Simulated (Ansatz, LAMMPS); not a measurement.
**Relaxing a frame of liquid mixture of acetonitrile and H2O from 300 K (204 atoms)**

Aim: bring a frame of liquid mixture of acetonitrile and H2O from 300 K (204 atoms) to a nearby minimum of the energy and see what moves.

Program: Ansatz 0.2.0. Level of theory: Kohn-Sham DFT, r2SCAN+D3(BJ), PAW (set soft_2), plane waves. Results are calculated unless marked as measured.

**1. Starting point**

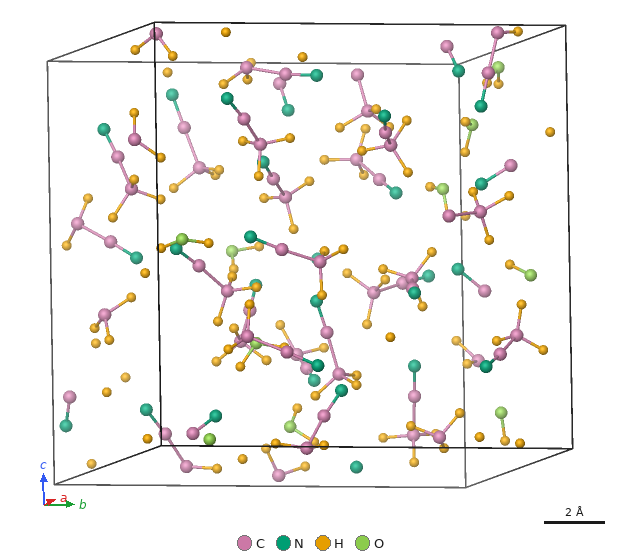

The starting structure, seen slightly off an axis (carbon pink, nitrogen teal, hydrogen orange, oxygen green). Bonds to atoms that aren't drawn are left out.

The cell holds 204 atoms: 58 C, 29 N, 107 H and 10 O. Its edges and angles: a = 14.395 Å, b = 14.395 Å, c = 14.395 Å, α = 90.0°, β = 90.0°, γ = 90.0°. 29 acetonitrile, 10 H2O placed at random, at 0.763 g/cm³; overlaps pushed apart, then 10 ps at 450 K with MMFF94 bonds, angles, torsions, charges and radii (Halgren, J. Comput. Chem. 17, 490 (1996)) in harmonic and 12-6 forms; SPC/E water (Berendsen, Grigera and Straatsma, J. Phys. Chem. 91, 6269 (1987)). Snapshot after 20 ps at 300 K and fixed volume.

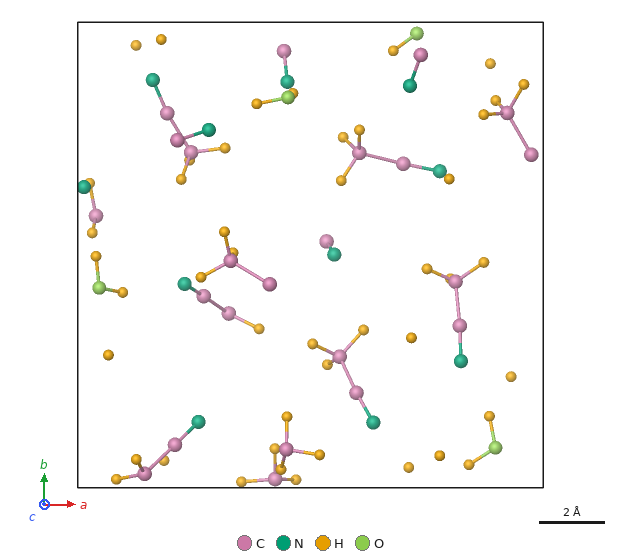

A slice 6 Å thick through the middle of the cell. Bonds to atoms that aren't drawn are left out.

What the set-up can't give: The network of contacts between molecules at the start is that of the classical potential that made the cell. The density was typed from a rule of thumb and may lie off the real one at this temperature. The Brillouin zone is sampled at Γ only, in a cell whose shortest periodic width is 14 Å.

**2. Single point at the start**

The forces at the start show how far the geometry lies from a minimum of this functional.

input.yaml reads:

```yaml
crystal:
  lattice:
    - [14.39531, 0.0, 0.0]
    - [0.0, 14.39531, 0.0]
    - [0.0, 0.0, 14.39531]
  atoms:
    - { symbol: C, position: [0.77804, 0.00555, 0.74371] }
    - { symbol: C, position: [0.73705, 0.92998, 0.69246] }
    - { symbol: "N", position: [0.71374, 0.86371, 0.6505] }
    - { symbol: H, position: [0.85346, 0.99642, 0.76143] }
    [... 194 atom lines left out ...]
    - { symbol: O, position: [0.49824, 0.95894, 0.13074] }
    - { symbol: H, position: [0.47609, 0.97319, 0.06646] }
    - { symbol: H, position: [0.47434, 0.00714, 0.17468] }
    - { symbol: O, position: [0.04588, 0.42938, 0.55029] }
    - { symbol: H, position: [0.03888, 0.49735, 0.56281] }
    - { symbol: H, position: [0.09636, 0.41952, 0.5036] }
kpoints:
  mp_grid: { grid: [1, 1, 1] }
hamiltonian:
  xc: r2scan
  dispersion: d3bj
scf:
  occupations: { method: fixed }
output:
  forces: true
  stress: true
  populations: true
  dos:
    method: { smearing: { sigma: 0.15 } }
    de: 0.1
    projected: { site_lists: { C: [C], H: [H], "N": ["N"], O: [O] } }
  eigenvalues: true
```

The run is started by

```
$ ansatz run input.yaml --threads 4 --pin off --max-ram 8192MiB --backend cpu --events-out ev --progress --plain --runs-dir out
```

Wall time 1.9 min (4 threads of Intel Xeon Platinum 8488C (Sapphire Rapids), shared host); peak memory 7.8 GiB.

The program notes that it cut back its work space to fit the memory limit. Further notices: dispersion damping borrowed.

Read from the output:

| Quantity | Value |
| --- | --- |
| free energy | -33144.8455 eV |
| free energy per atom | -162.4747 eV/atom |
| SCF cycles | 12 |
| pressure | -2.376 GPa |
| r.m.s. force component | 0.9889 eV/Å |
| longest force | 5.006 eV/Å |
| Fermi energy | -2.859 eV |
| gap (highest filled to lowest empty level) | 5.07 eV |
| spilling of the projection | 0.01569 |

The r.m.s. force component of 0.99 eV/Å and the pressure of -2.4 GPa set the starting point.

Neighbours are counted within 1.34 Å (H-C), 1.21 Å (H-O), 1.85 Å (C-C), 1.62 Å (C-N).

Length of the force by element and coordination:

```tsv
element	coordination	atoms	mean length of the force (eV/Å)	spread	least	most
C	all	58	1.90	0.755	0.542	3.64
C	2	29	2.08	0.768	0.777	3.64
C	4	29	1.72	0.697	0.542	3.34
H	all	107	1.11	0.517	0.145	2.63
N	all	29	2.16	1.30	0.140	5.01
O	all	10	0.938	0.334	0.164	1.42
```

**3. Relaxation**

The atoms are relaxed in the fixed cell, aiming at the force tolerance of the input.

input.yaml, the sections that differ from step 2:

```yaml
output:
  forces: true
relax:
  f_tol: 0.05
  max_steps: 200
# crystal, kpoints, hamiltonian, scf: as in step 2
```

The job ended after 43 min (4 threads; peak memory 7.4 GiB).

The walk was cut short by its limit. What follows describes the steps that were made.

Step by step (22 of 48):

```tsv
step	energy less that of the first step (eV)	largest force component (eV/Å)
1	0.0000	3.9506
3	-6.9516	2.3303
5	-7.8282	1.2842
8	-8.4550	2.3403
10	-8.9862	0.0739
12	-9.0866	1.1846
14	-9.1918	0.5459
17	-9.3052	0.7557
19	-9.4106	0.1404
21	-9.4721	0.5263
23	-9.5144	0.5497
26	-9.5639	0.3138
28	-9.5873	0.4169
30	-9.6084	0.3768
32	-9.6321	0.3050
35	-9.6722	0.4562
37	-9.7148	0.6549
39	-9.7613	0.5292
41	-9.8387	0.1925
44	-9.8747	0.3327
46	-9.8999	0.3411
48	-9.9149	0.2643
```

Relaxation step 13 was tried and not accepted.

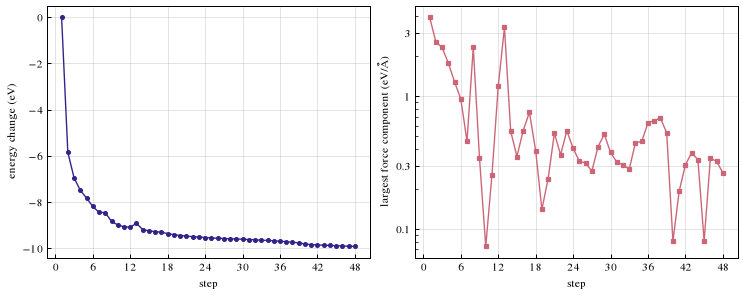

Energy and largest force along the relaxation.

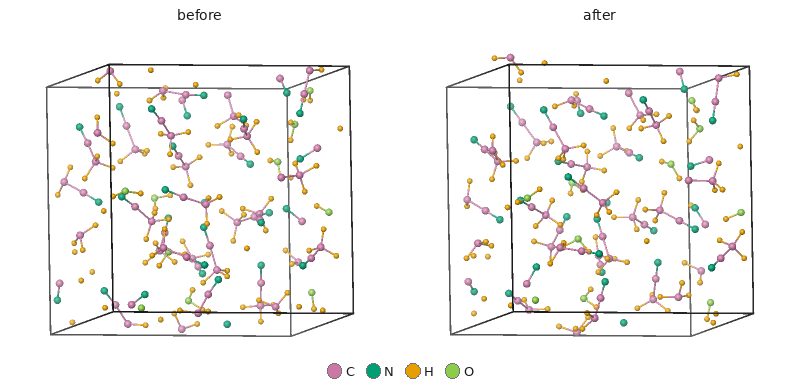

Before and after, at one scale. Bonds to atoms that aren't drawn are left out.

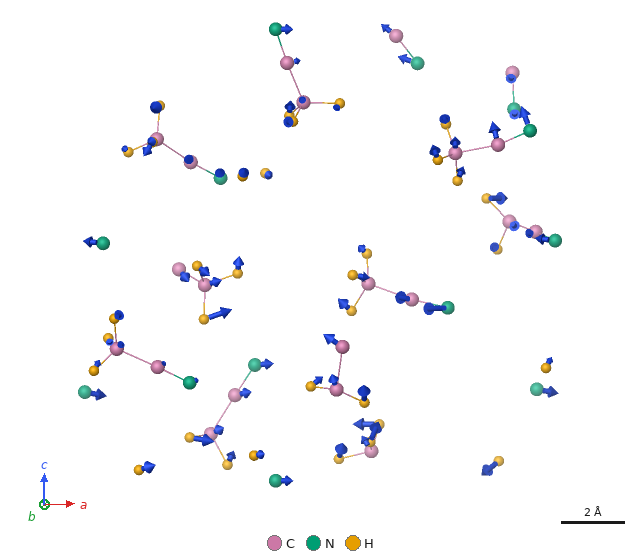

Displacements in the relaxation, scaled; the longest in the cell stands for 2.63 Å. Drawn is a slice 4 Å thick, seen along the normal of the ac plane. Bonds to atoms that aren't drawn are left out.

The atoms that moved most (Å):

```tsv
atom	dx	dy	dz	length
N75	-1.179	2.335	-0.264	2.630
H12	2.344	-0.470	0.469	2.436
H102	1.747	-0.928	-1.052	2.241
N111	-2.217	0.110	0.146	2.224
H30	-1.837	0.572	0.845	2.102
H10	1.308	-1.068	-1.118	2.026
H89	-1.708	-1.017	0.055	1.988
N27	-0.408	-0.375	1.636	1.727
```

The relaxation changed the energy by -48.6 meV/atom, and atoms moved by 1.1 Å r.m.s., 2.6 Å at most.

**4. Structure statistics after relaxation**

Bonds before and after, by the cutoffs listed below:

```tsv
pair	bonds before	bonds after	mean before (Å)	mean after (Å)	spread before (Å)	spread after (Å)
H-C	87	87	1.096	1.091	0.030	0.002
H-O	20	20	1.000	0.972	0.000	0.005
C-C	29	29	1.464	1.444	0.026	0.001
C-N	29	29	1.168	1.154	0.018	0.001
```

Density 0.763 g/cm³, 14.62 Å³ an atom.

g(r), total and by pair (bins of 0.2 Å):

```tsv
r (Å)	total	H-H	H-C	H-N	H-O	C-C	C-N
0.90	1.20	0.00	0.00	0.00	23.35	0.00	0.00
1.10	5.50	0.00	14.40	0.00	0.00	0.00	14.80
1.30	0.00	0.00	0.00	0.00	0.00	0.00	0.00
1.50	1.06	0.88	0.00	0.00	0.00	10.10	0.00
1.70	1.61	5.65	0.00	0.00	1.05	0.00	0.00
1.90	0.21	0.06	0.00	1.19	0.33	0.00	0.00
2.10	1.20	0.00	3.86	0.35	0.00	0.00	0.00
2.30	0.20	0.42	0.00	0.00	1.66	0.00	0.00
2.50	0.49	0.43	0.00	0.83	1.25	0.00	2.34
2.70	0.57	0.77	0.02	1.42	1.20	0.00	0.71
2.90	0.61	1.01	0.27	0.77	0.91	0.00	0.00
3.10	1.20	0.61	0.75	4.77	1.50	0.00	0.00
3.30	0.91	0.72	1.15	1.27	1.34	0.19	0.38
3.50	0.98	0.61	1.04	0.91	0.90	0.46	2.62
3.70	1.27	1.01	1.34	0.67	1.21	1.17	3.00
3.90	1.04	0.82	0.97	0.83	1.31	1.54	1.31
4.10	1.23	1.27	1.15	1.21	1.06	1.38	1.10
4.30	1.15	1.23	1.09	1.22	1.08	1.61	0.76
4.50	1.08	1.19	1.16	1.08	0.55	1.04	0.81
4.70	1.21	1.14	1.38	0.95	0.81	1.54	0.86
4.90	0.95	0.95	1.18	0.62	0.69	1.11	0.64
5.10	0.99	1.10	1.07	0.56	1.06	1.41	0.84
5.30	0.91	1.06	0.85	0.84	0.59	1.14	0.65
5.50	0.96	0.99	1.04	0.86	0.74	0.96	0.96
5.70	0.97	1.09	0.94	1.07	0.75	0.89	0.82
5.90	0.90	0.96	0.90	0.80	1.18	0.71	0.81
6.10	0.98	0.99	0.97	0.89	1.10	1.14	0.90
6.30	0.89	0.91	0.91	0.80	0.95	0.84	1.04
```

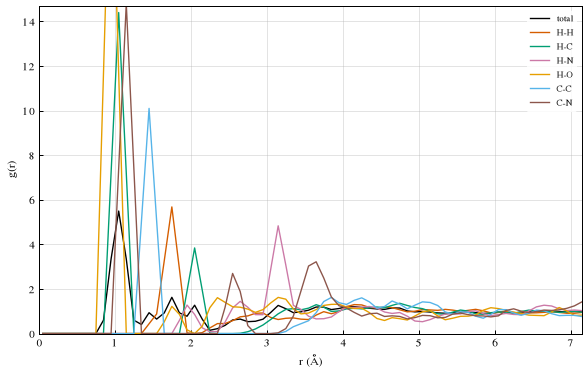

Pair distribution functions, lightly smoothed, with peaks cut at 14.

Bonds by pair of elements; cutoffs follow the first minimum of g(r), held within bounds set by covalent radii, and pairs that aren't listed don't count as bonded:

```tsv
pair A-B	cutoff (Å)	bonds	mean length (Å)	spread (Å)	shortest (Å)	B about A	A about B
H-C	1.34	87	1.09	0.002	1.09	0.813	1.5
H-O	1.21	20	0.972	0.005	0.967	0.187	2
C-C	1.82	29	1.44	0.001	1.44	1	1
C-N	1.62	29	1.15	0.001	1.15	0.5	1
```

How many atoms have how many bonded neighbours:

```tsv
element	mean	1	2	4
C	3	0	29	29
H	1	107	0	0
N	1	29	0	0
O	2	0	10	0
```

Bond angles (no mean is given where the spread exceeds 20°):

```tsv
angle	count	mean (°)	spread (°)
H-C-H	87	109	0.6
C-C-H	87	110	0.5
C-C-N	29	179	0.3
H-O-H	10	104	1.3
```

Bond length by coordination (bonds to H left out):

```tsv
element	coordination	atoms	mean bond length (Å)
C	2	29	1.30
C	4	29	1.44
```

Counting bonds as in the table, 50 % of C atoms have 2 and as many 4, all H atoms have 1, all N atoms have 1 and all O atoms have 2 bonded neighbours. The H-C-H angle averages 109° with a spread of 0.6°.

**5. Outcome**

| Quantity | Value |
| --- | --- |
| energy change in the relaxation | -48.6 meV/atom |
| r.m.s. displacement | 1.095 Å |
| largest displacement | 2.63 Å |
| wall time of the 2 DFT runs | 45 min |

In words: Relaxation lowers the energy by 48.6 meV/atom and moves atoms by 1.1 Å r.m.s. By the final cutoffs no bond was broken or made. The relaxation stopped at its limit, so this isn't yet a minimum. From the first step to the last the energy fell by 9.915 eV, and the largest move was 2.63 Å (N75). The relaxation was not finished: the largest force component stood at 0.26 eV/Å. The H-O bonds change most in mean length: from 1.000 Å (spread 0.000) to 0.972 Å (spread 0.005). Counting bonds as in the table, 50 % of C atoms have 2 and as many 4, all H atoms have 1, all N atoms have 1 and all O atoms have 2 bonded neighbours.

**Limits.** The force components of 0.99 eV/Å r.m.s. come partly from thermal motion and partly from the difference between the classical potential and DFT, above all in bond lengths inside molecules. The network of contacts between molecules at the start is that of the classical potential that made the cell; in DFT atoms moved by 1.1 Å r.m.s. The pressure of -2.4 GPa is that of one thermal frame at a volume set beforehand, without the kinetic term and with the strain of bonds inside molecules.

[Logs are printed without paths, hosts, clocks, repeated set-up lines and the standing remarks that a program may print on its own settings, such as how far it seeks lower states.]

[Hosts, paths, dates, database ids (printed as entryN), source tags and the programs' standing remarks are cut or masked in the printed files.]

[The MMFF94 radii named for the starting cell were scaled by 0.96; in molecules described by MMFF94, hydrogen bound to N, O or S took a small fixed 12-6 site in their place.]
